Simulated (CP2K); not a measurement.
Band structure of SbPt (P6_3/mmc, 4 atoms in the cell).

```
SbPt
1.0
    4.14527     0.00000     0.00000
   -2.07264     3.58991     0.00000
    0.00000     0.00000     5.49655
Sb Pt
2 2
Direct
  0.66667   0.33333   0.75000
  0.33333   0.66667   0.25000
  0.00000   0.00000   0.50000
  0.00000   0.00000   0.00000
```

Computed with PBEsol, GPW, DZVP-MOLOPT-SR-GTH basis, GTH-PBE potentials (GTH_POTENTIALS) (CP2K).

Settings: CUTOFF = 500 Ry; REL_CUTOFF = 40 Ry; SMEAR/METHOD = FERMI_DIRAC; ELECTRONIC_TEMPERATURE = 1160.45 K; KPOINTS/SCHEME = MONKHORST-PACK 8 8 5; GAMMA_CENTERED = T; XC_FUNCTIONAL = PBE:PBESOL; Sb/BASIS_SET = DZVP-MOLOPT-SR-GTH-q5; Sb/POTENTIAL = GTH-PBE-q5; Pt/BASIS_SET = DZVP-MOLOPT-SR-GTH-q18; Pt/POTENTIAL = GTH-PBE-q18; METHOD = GPW; EPS_DEFAULT = 1e-10; EXTRAPOLATION = USE_GUESS.

The starting cell comes from a database of computed structures (which also holds hypothetical and non-ambient phases and stackings), without a prior relaxation at this level. Its lattice was rescaled by a random factor within 2.5 % of one. Spin-orbit coupling is off. Spin polarisation is off. Values carry the incompleteness of an atom-centred basis. The potentials were made for another functional than the one used.

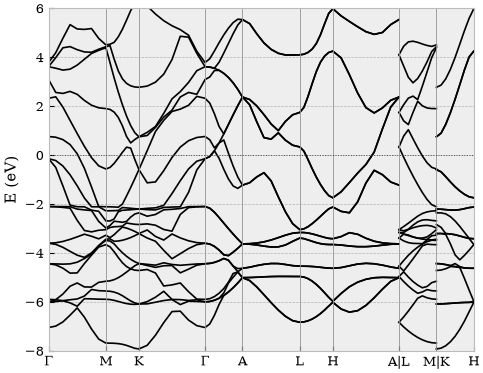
Figure: Bands along the path, energies from the Fermi level.

Levels in eV from the Fermi level, bands 20 to 25:
| point | 20 | 21 | 22 | 23 | 24 | 25 |
|---|---|---|---|---|---|---|
| Γ | -2.10 | -0.14 | -0.14 | 0.76 | 2.33 | 3.09 |
| M | -2.97 | -2.68 | -2.27 | -2.11 | -0.56 | 1.90 |
| K | -2.36 | -2.20 | -2.20 | -0.59 | -0.59 | 0.75 |
| A | -3.62 | -1.22 | -1.22 | 2.38 | 2.38 | 2.38 |
| L | -3.16 | -3.04 | -3.04 | 0.34 | 0.34 | 1.75 |
| H | -3.41 | -2.12 | -2.12 | -1.74 | -1.74 | 4.25 |

Bands cross the Fermi level along this path, so the cell is metallic at this level.

Higher empty bands are left out: an atom-centred basis made for the valence describes them poorly.
